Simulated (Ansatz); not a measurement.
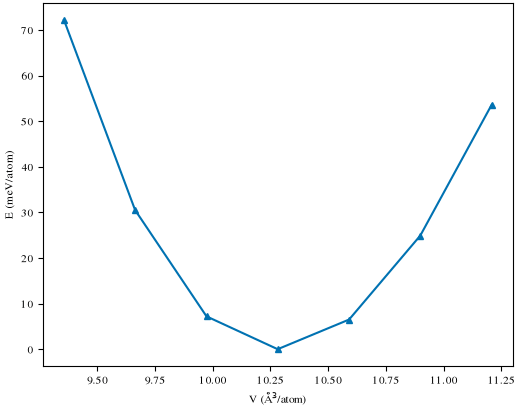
ZrB$_{2}$ in space group P6/mmm (No. 191; Zr on 1a, B on 2d) under volume change, the program Ansatz at the PBE level (PAW), shape and atoms relaxed at each volume.

**Question.** What does a third-order Birch–Murnaghan fit give for V₀, B₀ and B′?

**Answer.** V₀ = 10.28 Å³/atom, B₀ = 238 GPa, B′ = 3.9.

Symmetry was held in the PBE relaxation. No spin polarisation was allowed.

Potentials: the later of the program's two PAW sets.
